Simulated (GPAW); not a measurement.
# TiPd (Pm-3m): the Ti K absorption edge, part 3 of 3

How does the Ti K edge of TiPd (Pm-3m) move when the bonds are compressed or stretched?

GPAW 26.7.0; X-ray absorption from dipole matrix elements to empty bands, plane-wave PAW LDA.

So far. Step 4 (Spectrum with XCH, Ti atom 2): The total-energy difference is 4970.22 eV. One term is added: -22.68 eV, since the hole is spin-paired here and a spin-polarised one costs that much less in the free atom (computed apart). The photon energy is then 4947.54 eV. The tabulated edge of the element is 4966 eV. The functional leaves an error in such absolute values: in the free atom LDA prices this hole 13.2 eV below PBE (computed apart), and PBE is itself good to a few eV.

## (8) Spectrum with XCH, Ti atom 2

Shorter bonds are expected to push antibonding states and scattering resonances up, and longer ones down; the cell is scaled to test that.

Changed against the first core-hole run: volume scale from 1 to 0.97.

xas.py reads:

```python
import numpy as np
from ase import Atoms
from ase.parallel import parprint, paropen
from gpaw import GPAW, PW, FermiDirac, Mixer, MixerDif, setup_paths
from gpaw.test import gen
setup_paths.insert(0, '.')
gen('Ti', name='fch1s', xcname='LDA', corehole=(1, 0, 1), write_xml=True)
from gpaw.mpi import world
world.barrier()

atoms = Atoms('Pd4Ti4',
    cell=[[3.14787659, 3.14787659, 3.14787659],
     [-3.14787659, 3.14787659, -3.14787659],
     [-3.14787659, -3.14787659, 3.14787659]],
    scaled_positions=[[0, 0, 0],
     [0, 0.5, 0.5],
     [0.5, 0, 0.5],
     [0.5, 0.5, 0],
     [0.5, 0, 0],
     [0.5, 0.5, 0.5],
     [0, 0, 0.5],
     [0, 0.5, 0]],
    pbc=True)
atoms.calc = calc = GPAW(legacy_gpaw=True, mode=PW(430), xc='LDA', setups={4: 'fch1s'},
    kpts={'size': (6, 6, 6), 'gamma': True}, occupations=FermiDirac(0.1),
    charge=-1, mixer=Mixer(0.1, 5, 50), maxiter=150,
    convergence={'density': 0.0001}, txt='scf.txt')
energy = atoms.get_potential_energy() + calc.get_reference_energy()
ef = calc.get_fermi_level()
out = dict(energy=energy, fermi=ef, forces=atoms.get_forces().tolist())
parprint(f'all-electron energy {energy:.4f} eV, Fermi level {ef:.4f} eV')
ev = np.array([[calc.get_eigenvalues(k, s) for k in range(len(calc.get_ibz_k_points()))] for s in range(calc.get_number_of_spins())])
out['homo'], out['lumo'], out['counts'] = ev[ev < ef].max(), ev[ev > ef].min(), sorted(set((ev < ef).sum((0, 2)).tolist()))
out['filled'] = (ev[:, 0] < ef).sum(1).tolist()

from ase.units import Ha
from gpaw.xas import dipole_matrix_elements
nb = int(calc.get_number_of_electrons() / 2) + 117
top, nb = nb, nb + 8 + nb // 12
nscf = calc.fixed_density(kpts={'size': (6, 6, 6), 'gamma': True}, nbands=nb,
    convergence={'bands': top, 'eigenstates': 1e-5}, maxiter=60, txt='nscf.txt')
cell = atoms.cell.array
ops = [cell.T @ U.T @ np.linalg.inv(cell.T) for U in nscf.wfs.kd.symmetry.op_scc]
E = np.arange(-6, 34, 0.1)
fwhm = np.interp(E, [4, 25], [0.94, 3.5])
Y, X, zero, highest = 0, 0, 1e9, 1e9
for spin in range(nscf.get_number_of_spins()):
    wfs = nscf.wfs
    A = dipole_matrix_elements(wfs.setups[4])
    eps = np.zeros((wfs.kd.nibzkpts, nb))
    d = np.zeros((3, A.shape[1], wfs.kd.nibzkpts, nb), complex)
    for kpt in wfs.kpt_u:
        if kpt.s == spin and 4 in kpt.P_ani:
            eps[kpt.k] = kpt.eps_n * Ha
            d[:, :, kpt.k] = (kpt.weight * wfs.nspins / 2) ** 0.5 * np.inner(A, kpt.P_ani[4])
    world.sum(eps)
    world.sum(d)
    T = np.einsum('amkn,bmkn->abkn', d, d.conj()).real
    T = sum(np.einsum('ai,ijkn,bj->abkn', R, T, R) for R in ops) / len(ops)
    empty = eps > ef
    zero, highest = min(zero, eps[empty].min()), min(highest, eps[:, top - 1].min())
    lines = [(eps, T, empty)] if spin == 0 else lines + [(eps, T, empty)]
for eps, T, empty in lines:
    f = np.einsum('aakn->akn', T).reshape(3, -1)
    x = eps.ravel() - zero
    w = np.interp(x, E, fwhm) / 2.35482
    g = np.exp(-0.5 * ((E[:, None] - x) / w) ** 2) / (w * (2 * np.pi) ** 0.5)
    Y = Y + (f * empty.ravel()) @ g.T
    X = X + (f * ~empty.ravel()) @ g.T
out.update(E=E.round(2).tolist(), xas=Y.tolist(), xes=X.tolist(), zero=zero, valid=highest - zero, nk=len(eps), nb=nb)
for i in range(0, len(E), 10):
    parprint(f'{E[i]:7.2f}', *(f'{v:10.3e}' for v in Y[:, i]))
import json
with paropen('out.json', 'w') as f:
    json.dump(out, f)
```

Started as:

```sh
> OMP_NUM_THREADS=1 mpirun -n 2 gpaw python xas.py
```

Numbers of over 12 decimals in the logs are rounded to 6 here.

What it wrote:

```text
Input parameters:
  charge: -1
  convergence: {density: 0.0001}
  kpts: {gamma: True,
         size: (6, 6, 6)}
  maxiter: 150
  mixer: {backend: pulay,
          beta: 0.1,
          method: separate,
          nmaxold: 5,
          weight: 50}
  mode: {ecut: 430.0,
         name: pw}
  occupations: {fixmagmom: False,
                name: fermi-dirac,
                width: 0.1}
  setups: {4: fch1s}

Initialize ...

[...]
*d    :     0.333350
--------------------------------

Diagonalizing with gridspacing h=0.050

state   all-electron     PAW
-------------------------------
3s:      -2.983269    -2.983558
3p:      -2.108060    -2.108705
3d:      -0.666650    -0.667242
*f:                   -0.026873
-------------------------------
all-electron energy -636172.3187 eV, Fermi level 9.4809 eV
[...]
32.00  4.264e-07  4.264e-07  4.264e-07
  33.00  4.293e-07  4.293e-07  4.293e-07
[key lines of the parts left out:]
Converged after 31 iterations.
Dipole moment: (0.000000, 0.000000, 0.000000) |e|*Ang
Free energy:    -66.780711
Fermi level: 9.48088
```

The job ended after 5.7 min (2 MPI ranks of Arm Neoverse V2, shared host; peak memory 0.52 GiB; 11 min of CPU time).

| E (eV) | first run | this run |
| --- | --- | --- |
| -2.0 | 0.00 | 0.00 |
| -1.0 | 0.00 | 0.00 |
| 0.0 | 0.46 | 0.46 |
| 1.0 | 0.48 | 0.52 |
| 2.0 | 0.21 | 0.21 |
| 3.0 | 0.55 | 0.49 |
| 4.0 | 0.75 | 0.75 |
| 5.0 | 0.72 | 0.79 |
| 6.0 | 0.53 | 0.55 |
| 7.0 | 0.51 | 0.47 |
| 8.0 | 0.98 | 0.87 |
| 9.0 | 1.18 | 1.18 |
| 10.0 | 1.17 | 1.16 |
| 11.0 | 1.30 | 1.27 |
| 12.0 | 1.34 | 1.35 |
| 13.0 | 1.34 | 1.34 |
| 14.0 | 1.36 | 1.35 |
| 15.0 | 1.42 | 1.35 |
| 16.0 | 1.63 | 1.54 |
| 17.0 | 1.57 | 1.62 |
| 18.0 | 1.24 | 1.36 |
| 19.0 | 0.93 | 1.02 |
| 20.0 | 0.79 | 0.82 |
| 21.0 | 0.79 | 0.78 |
| 22.0 | 0.86 | 0.82 |
| 23.0 | 0.95 | 0.90 |
| 24.0 | 0.99 | 0.97 |
| 25.0 | 0.94 | 0.97 |
| 26.0 | 0.83 | 0.89 |
| 27.0 | 0.74 | 0.78 |
| 28.0 | 0.73 | 0.72 |
| 29.0 | 0.79 | 0.73 |
| 30.0 | 0.87 | 0.81 |
| 31.0 | 0.91 | 0.87 |
| 32.0 | 0.91 | 0.89 |

Against the first run the r.m.s. difference is 5 %. The highest intensity below 24 eV goes from 16.4 eV (1.66) to 16.7 eV (1.63).

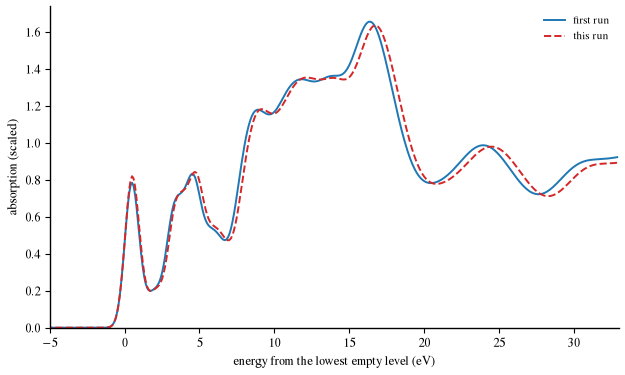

The effect of the change (volume scale from 1 to 0.97).

The photon energy of the zero moves by -0.07 eV.

## (9) Supercell without a hole, the energy reference

The cell changes for the next run, so it gets a reference energy of its own.

The cell differs from the one that the last finished run ended in (a 5.452 → 5.616 Å, b 5.452 → 5.616 Å, c 5.452 → 5.616 Å).

scf.py reads:

```python
import numpy as np
from ase import Atoms
from ase.parallel import parprint, paropen
from gpaw import GPAW, PW, FermiDirac, Mixer, MixerDif, setup_paths
from gpaw.test import gen
setup_paths.insert(0, '.')
gen('Ti', name='nch1s', xcname='LDA', corehole=(1, 0, 0), write_xml=True)
from gpaw.mpi import world
world.barrier()

atoms = Atoms('Pd4Ti4',
    cell=[[3.24236878, 3.24236878, 3.24236878],
     [-3.24236878, 3.24236878, -3.24236878],
     [-3.24236878, -3.24236878, 3.24236878]],
    scaled_positions=[[0, 0, 0],
     [0, 0.5, 0.5],
     [0.5, 0, 0.5],
     [0.5, 0.5, 0],
     [0.5, 0, 0],
     [0.5, 0.5, 0.5],
     [0, 0, 0.5],
     [0, 0.5, 0]],
    pbc=True)
atoms.calc = calc = GPAW(legacy_gpaw=True, mode=PW(430), xc='LDA', setups={4: 'nch1s'},
    kpts={'size': (6, 6, 6), 'gamma': True}, occupations=FermiDirac(0.1),
    charge=0, mixer=Mixer(0.1, 5, 50), maxiter=150,
    convergence={'density': 0.0001}, txt='scf.txt')
energy = atoms.get_potential_energy() + calc.get_reference_energy()
ef = calc.get_fermi_level()
out = dict(energy=energy, fermi=ef, forces=atoms.get_forces().tolist())
parprint(f'all-electron energy {energy:.4f} eV, Fermi level {ef:.4f} eV')
ev = np.array([[calc.get_eigenvalues(k, s) for k in range(len(calc.get_ibz_k_points()))] for s in range(calc.get_number_of_spins())])
out['homo'], out['lumo'], out['counts'] = ev[ev < ef].max(), ev[ev > ef].min(), sorted(set((ev < ef).sum((0, 2)).tolist()))
out['filled'] = (ev[:, 0] < ef).sum(1).tolist()
import json
with paropen('out.json', 'w') as f:
    json.dump(out, f)
```

Started as:

```sh
> OMP_NUM_THREADS=1 mpirun -n 2 gpaw python scf.py
```

What it wrote:

```text
Input parameters:
  convergence: {density: 0.0001}
  kpts: {gamma: True,
         size: (6, 6, 6)}
  maxiter: 150
  mixer: {backend: pulay,
          beta: 0.1,
          method: separate,
          nmaxold: 5,
          weight: 50}
  mode: {ecut: 430.0,
         name: pw}
  occupations: {fixmagmom: False,
                name: fermi-dirac,
                width: 0.1}
  setups: {4: nch1s}

Initialize ...

[...]
4s(2) :    -0.168799     0.990650
3p(6) :    -1.425558     0.436626
4p(0) :    -0.056429     0.981035
3d(2) :    -0.164024     0.588737
*d    :     0.835976
--------------------------------

Diagonalizing with gridspacing h=0.050

state   all-electron     PAW
-------------------------------
3s:      -2.287902    -2.288205
3p:      -1.425558    -1.426242
3d:      -0.164024    -0.164519
*f:                    0.065395
-------------------------------
all-electron energy -641141.5285 eV, Fermi level 8.4750 eV
[key lines of the parts left out:]
Converged after 29 iterations.
Dipole moment: (0.000000, 0.000000, 0.000000) |e|*Ang
Free energy:    -53.636154
Fermi level: 8.47503
```

The job ended after 2.6 min (2 MPI ranks; peak memory 0.31 GiB; 5.2 min of CPU time).

Reference energy: -641141.529 eV with the cores included.

## (10) Spectrum with XCH, Ti atom 2

Shorter bonds are expected to push antibonding states and scattering resonances up, and longer ones down; the cell is scaled to test that.

Changed against the first core-hole run: volume scale from 1 to 1.06.

Edit xas.py of step 8 so:

```diff
@@ -11,5 +11,5 @@
 atoms = Atoms('Pd4Ti4',
-    cell=[[3.14787659, 3.14787659, 3.14787659],
-     [-3.14787659, 3.14787659, -3.14787659],
-     [-3.14787659, -3.14787659, 3.14787659]],
+    cell=[[3.24236878, 3.24236878, 3.24236878],
+     [-3.24236878, 3.24236878, -3.24236878],
+     [-3.24236878, -3.24236878, 3.24236878]],
     scaled_positions=[[0, 0, 0],
@@ -37,3 +37,3 @@
 from gpaw.xas import dipole_matrix_elements
-nb = int(calc.get_number_of_electrons() / 2) + 117
+nb = int(calc.get_number_of_electrons() / 2) + 124
 top, nb = nb, nb + 8 + nb // 12
```

Started as:

```sh
> OMP_NUM_THREADS=1 mpirun -n 2 gpaw python xas.py
```

What it wrote:

```text
Input parameters:
  charge: -1
  convergence: {density: 0.0001}
  kpts: {gamma: True,
         size: (6, 6, 6)}
  maxiter: 150
  mixer: {backend: pulay,
          beta: 0.1,
          method: separate,
          nmaxold: 5,
          weight: 50}
  mode: {ecut: 430.0,
         name: pw}
  occupations: {fixmagmom: False,
                name: fermi-dirac,
                width: 0.1}
  setups: {4: fch1s}

Initialize ...

[...]
*d    :     0.333350
--------------------------------

Diagonalizing with gridspacing h=0.050

state   all-electron     PAW
-------------------------------
3s:      -2.983269    -2.983558
3p:      -2.108060    -2.108705
3d:      -0.666650    -0.667242
*f:                   -0.026873
-------------------------------
all-electron energy -636171.1898 eV, Fermi level 8.2761 eV
[...]
32.00  4.643e-07  4.643e-07  4.643e-07
  33.00  4.656e-07  4.656e-07  4.656e-07
[key lines of the parts left out:]
Converged after 29 iterations.
Dipole moment: (0.000000, -0.000000, 0.000000) |e|*Ang
Free energy:    -65.676250
Fermi level: 8.27614
```

Wall time 6.1 min (2 MPI ranks); peak memory 0.55 GiB.

```csv
E (eV),first run,this run
-2.0,0.00,0.00
-1.0,0.00,0.00
0.0,0.46,0.44
1.0,0.48,0.42
2.0,0.21,0.23
3.0,0.55,0.62
4.0,0.75,0.79
5.0,0.72,0.58
6.0,0.53,0.49
7.0,0.51,0.67
8.0,0.98,1.12
9.0,1.18,1.15
10.0,1.17,1.22
11.0,1.30,1.33
12.0,1.34,1.32
13.0,1.34,1.36
14.0,1.36,1.42
15.0,1.42,1.60
16.0,1.63,1.67
17.0,1.57,1.38
18.0,1.24,1.03
19.0,0.93,0.83
20.0,0.79,0.79
21.0,0.79,0.85
22.0,0.86,0.95
23.0,0.95,1.00
24.0,0.99,0.95
25.0,0.94,0.84
26.0,0.83,0.75
27.0,0.74,0.75
28.0,0.73,0.83
29.0,0.79,0.91
30.0,0.87,0.95
31.0,0.91,0.96
32.0,0.91,0.97
```

The scaled spectrum changes by 9 % r.m.s. The highest intensity below 24 eV goes from 16.4 eV (1.66) to 15.7 eV (1.69).

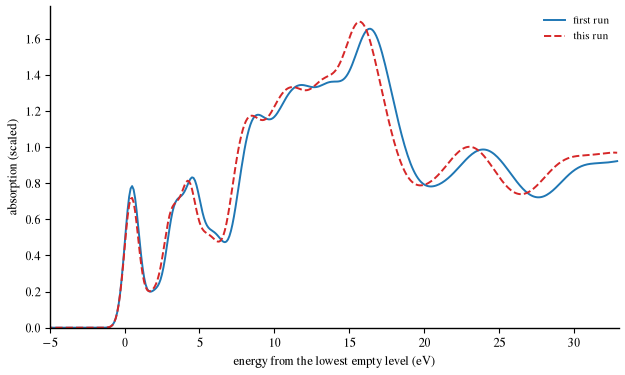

The effect of the change (volume scale from 1 to 1.06).

The photon energy of the zero moves by +0.12 eV.

## (11) The volumes side by side

```
volume  nearest distance (Å)  shift of the zero (eV)  maximum 1 (eV above own zero)  maximum 2 (eV above own zero)  maximum 3 (eV above own zero)
  0.94                 2.698                   -0.14                            4.9                           17.1                           25.1
  0.97                 2.726                   -0.07                            4.7                           16.7                           24.5
     1                 2.754                   +0.00                            4.5                           16.4                           24.0
  1.06                 2.808                   +0.12                            4.2                           15.7                           23.0
```

The curves, each shifted by its zero's change so that they share one photon-energy axis, counted from the zero at V × 1:

```csv
E (eV),V × 0.94,V × 0.97,V × 1,V × 1.06
-2.0,0.00,0.00,0.00,0.00
-1.0,0.01,0.01,0.00,0.00
0.0,0.62,0.54,0.46,0.33
1.0,0.44,0.46,0.48,0.52
2.0,0.22,0.21,0.21,0.21
3.0,0.51,0.53,0.55,0.58
4.0,0.76,0.75,0.75,0.76
5.0,0.82,0.77,0.72,0.62
6.0,0.56,0.54,0.53,0.50
7.0,0.47,0.48,0.51,0.61
8.0,0.81,0.90,0.98,1.09
9.0,1.17,1.18,1.18,1.16
10.0,1.16,1.16,1.17,1.21
11.0,1.26,1.28,1.30,1.32
12.0,1.36,1.35,1.34,1.32
13.0,1.36,1.34,1.34,1.35
14.0,1.34,1.35,1.36,1.41
15.0,1.32,1.36,1.42,1.57
16.0,1.46,1.55,1.63,1.69
17.0,1.61,1.61,1.57,1.43
18.0,1.43,1.34,1.24,1.07
19.0,1.09,1.00,0.93,0.84
20.0,0.84,0.81,0.79,0.79
21.0,0.77,0.78,0.79,0.84
22.0,0.80,0.83,0.86,0.94
23.0,0.86,0.91,0.95,1.00
24.0,0.94,0.97,0.99,0.96
25.0,0.97,0.97,0.94,0.85
26.0,0.93,0.88,0.83,0.76
27.0,0.83,0.78,0.74,0.75
28.0,0.73,0.71,0.73,0.82
29.0,0.70,0.74,0.79,0.90
30.0,0.76,0.82,0.87,0.95
31.0,0.83,0.87,0.91,0.96
32.0,0.86,0.89,0.91,0.96
```

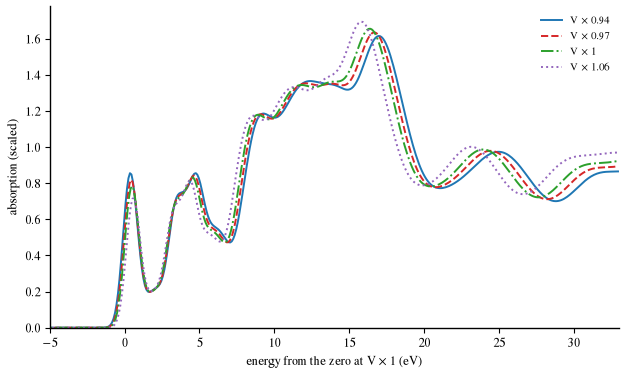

The edge at each volume, on one photon-energy scale.

## (12) Outcome

```
absorber and edge                               : Ti K, atom 2 of the ground-state input (counted from 1)
surroundings                                    : 8 Pd at 2.75 Å and 6 Ti at 3.18 Å (cube and octahedron, as in bcc, site symmetry m-3m)
highest intensity below 24 eV                   : 16.4 eV above the zero, height 1.66
photon energy of the zero, with the added terms : 4947.5 eV (raw 4970.2 eV; LDA puts this hole about 13 eV below PBE, itself good to a few eV)
```

**Reading.** From V × 0.94 to V × 1.06 the nearest distance grows by 0.110 Å and the zero moves by +0.27 eV. Above their own zero, the maxima move from 4.9 to 4.2 eV, from 17.1 to 15.7 eV and from 25.1 to 23.0 eV. The one highest in energy moves most, in the direction that the rule ΔE·R² ≈ constant for scattering resonances gives. The Ti K edge of atom 2, with 8 Pd at 2.75 Å and 6 Ti at 3.18 Å (cube and octahedron, as in bcc, site symmetry m-3m), has its highest intensity of the first 24 eV at 16.4 eV above the zero, near 4964 eV in photon energy (LDA puts this hole about 13 eV below PBE, itself good to a few eV), 1.7 times the mean level of the first 20 eV (Gaussian full width 0.94 eV up to 4 eV, rising linearly to 3.5 eV at 25 eV). The strongest dipole feature below the main edge lies at 4.5 eV (height 0.83); the site has an inversion centre, so it comes from p states mixed with the neighbours' empty states, not from local p–d mixing. Quadrupole 1s→3d transitions, which feed the pre-edge, are not in the dipole spectrum. The holes are only 5.5 Å apart, so the shape is probably not converged with cell size; no larger cell was run here. The mesh is coarse (0.23 Å⁻¹ between points), so small maxima may be mesh ripples. Lifetime broadening is put in by hand, and intensities beyond about 20 eV depend on it and on the partial waves. The structure is a published determination, not relaxed.

[Banner, clock and machine lines of the logs are left out without a mark of their own.]

[Logs are printed without paths, hosts, clocks, repeated set-up lines and the standing remarks that a program may print on its own settings, such as how far it seeks lower states.]

[Hosts, paths, dates, database ids (printed as entryN), source tags and the programs' standing remarks are cut or masked in the printed files.]

[Lists of maxima count a maximum above −3 eV only where it reaches 4 % of the highest in the window and stands out from its surroundings by 2 % of it (1.5 % where it reaches 55 %); shoulders and weaker maxima are passed over, and of the rest the first, up to two pre-edge ones and the few strongest are named.]
